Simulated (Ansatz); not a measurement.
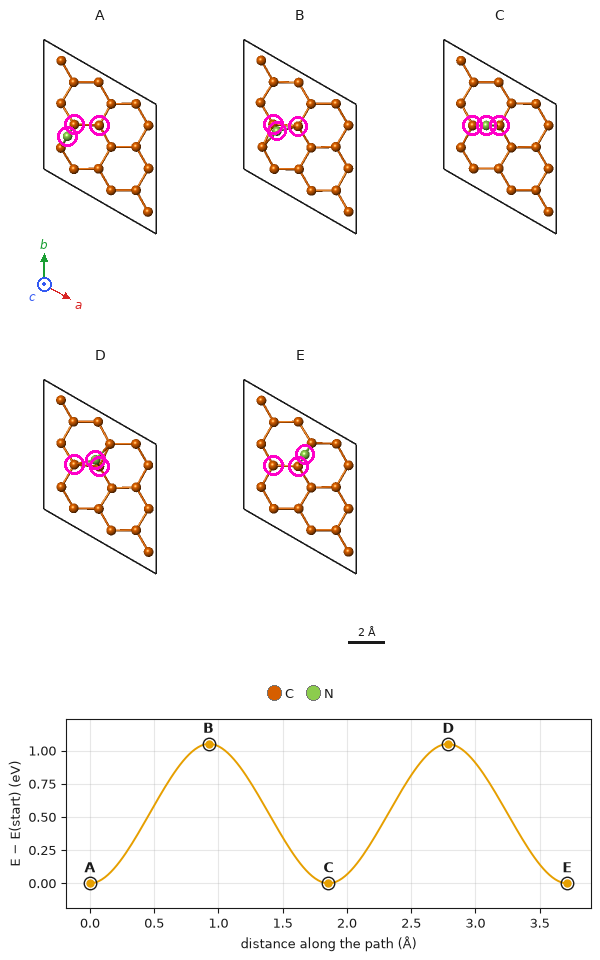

NEB run on N on graphene monolayer (19 atoms in the cell). Images are numbered from 0 (start) to 4 (end). Frames A to E are images 0, 1, 2, 3, 4. Style: ball-and-stick. Shown: the simulation cell, with the vacuum cut short (origin moved), along the c axis. The atoms that move most are ringed. Bonds to atoms that aren't drawn are left out.

Computed with DFT LDA, scalar-relativistic, plane waves, PAW in Ansatz 0.2.0.

Input file:
```yaml
crystal:
  lattice:
    - [7.398, 0.0, 0.0]
    - [-3.699, 6.406856, 0.0]
    - [0.0, 0.0, 11.0]
  atoms:
    - { symbol: C, position: [-0.00318664, -0.00278485, 0.08932736] }
    - { symbol: C, position: [0.21951486, 0.10883434, 0.08580403] }
    - { symbol: C, position: [-0.00314318, 0.32945022, 0.08325176] }
    - { symbol: C, position: [0.21843072, 0.44073161, 0.08323966] }
    - { symbol: C, position: [-0.00422287, 0.66134661, 0.085897] }
    - { symbol: C, position: [0.21847584, 0.77296422, 0.08936573] }
    - { symbol: C, position: [0.33059826, -0.00277998, 0.08931787] }
    - { symbol: C, position: [0.55007794, 0.11047993, 0.09127314] }
    - { symbol: C, position: [0.32946564, 0.32873133, 0.08447975] }
    - { symbol: C, position: [0.55250062, 0.44072987, 0.08322282] }
    - { symbol: C, position: [0.32469246, 0.65968794, 0.09129779] }
    - { symbol: C, position: [0.54781408, 0.76542008, 0.11790591] }
    - { symbol: C, position: [0.66746413, 0.00473057, 0.11792406] }
    - { symbol: C, position: [0.89059888, 0.11048166, 0.09128695] }
    - { symbol: C, position: [0.66278992, 0.32944593, 0.08324027] }
    - { symbol: C, position: [0.88582714, 0.44145568, 0.08453955] }
    - { symbol: C, position: [0.66520175, 0.65969002, 0.09127007] }
    - { symbol: C, position: [0.8846861, 0.77295808, 0.08935331] }
    - { symbol: "N", position: [0.60762786, 0.88505556, 0.22800318], spin: 0.25 }
magnetization:
  spin_polarized: true
basis:
  ecutwfc: 420.0
kpoints:
  mp_grid: { grid: [2, 2, 1] }
hamiltonian:
  xc: lda
scf:
  occupations: { method: gaussian, width: 0.05 }
  lower_state_search: "off"
neb:
  images: 3
  f_tol: 0.05
  initial_path: idpp
  max_iterations: 80
  optimiser: fire
  final_atoms:
    - { symbol: C, position: [-0.00146492, -0.00697665, 0.09127007] }
    - { symbol: C, position: [0.21801943, 0.10629141, 0.08935331] }
    - { symbol: C, position: [0.00079746, 0.3380639, 0.11792406] }
    - { symbol: C, position: [0.22393221, 0.44381499, 0.09128695] }
    - { symbol: C, position: [-0.00387675, 0.66277926, 0.08324027] }
    - { symbol: C, position: [0.21916047, 0.77478901, 0.08453955] }
    - { symbol: C, position: [0.32911046, -0.00532006, 0.085897] }
    - { symbol: C, position: [0.55180917, 0.10629755, 0.08936573] }
    - { symbol: C, position: [0.33014669, 0.33054848, 0.08932736] }
    - { symbol: C, position: [0.55284819, 0.44216767, 0.08580403] }
    - { symbol: C, position: [0.33019015, 0.66278355, 0.08325176] }
    - { symbol: C, position: [0.55176405, 0.77406494, 0.08323966] }
    - { symbol: C, position: [0.65802579, -0.00697873, 0.09129779] }
    - { symbol: C, position: [0.88114741, 0.09875341, 0.11790591] }
    - { symbol: C, position: [0.66393159, 0.33055335, 0.08931787] }
    - { symbol: C, position: [0.88341127, 0.44381326, 0.09127314] }
    - { symbol: C, position: [0.66279897, 0.66206466, 0.08447975] }
    - { symbol: C, position: [0.88583395, 0.7740632, 0.08322282] }
    - { symbol: "N", position: [0.94096119, 1.21838889, 0.22800318] }
  order_check: true
```

Command:
```bash
ansatz run input.yaml --threads 2 --pin off --max-ram 5120MiB --backend cpu --events-out ev --progress --plain --runs-dir out
```

Question: Describe the mechanism and the energy profile.

Answer: The path has more than one stage, and so few images may leave a stage unresolved. The N atom travels furthest, 2.47 Å from end to end, on a path that bends up to 0.21 Å away from the straight line. At the highest image its nearest neighbour (C) is 1.47 Å away, against 1.43 Å at the start, and the surrounding atoms stand up to 0.25 Å off the mean of their end positions. Breaking: 2 C–N (1.43 → 2.44–3.49 Å). Forming: 2 C–N (2.44–3.49 → 1.43 Å). The two ends have the same energy, and the highest point, image 1, lies 1.05 eV above the start. The profile has 2 maxima (images 1, 3) with a dip at image 2 (0.00 eV), so the process runs in steps. The band converged in 58 iterations. The climbing image converged on the top of the path. A check of its curvatures didn't confirm a first-order saddle.

Limits of the set-up: the periodic images lie only 7.4 Å apart, so the values are limited by the cell's size.

Cost: 18 min on 2 threads of Intel(R) Xeon(R) 6975P-C (Granite Rapids) (shared host), peak memory 1.6 GiB.
